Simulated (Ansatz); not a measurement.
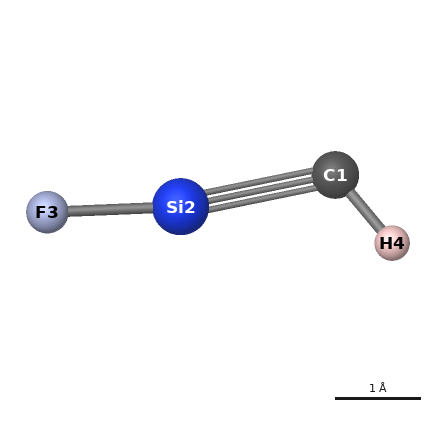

(Drawn from a calculation with Ansatz.)

Geometry: atoms displaced at random (about 0.07 Å) from a stationary point of GFN2-xTB.

Give these bond angles: Si2–C1–H4, C1–Si2–F3.

| angle | degrees |
| --- | --- |
| Si2–C1–H4 | 116.0 |
| C1–Si2–F3 | 169.1 |
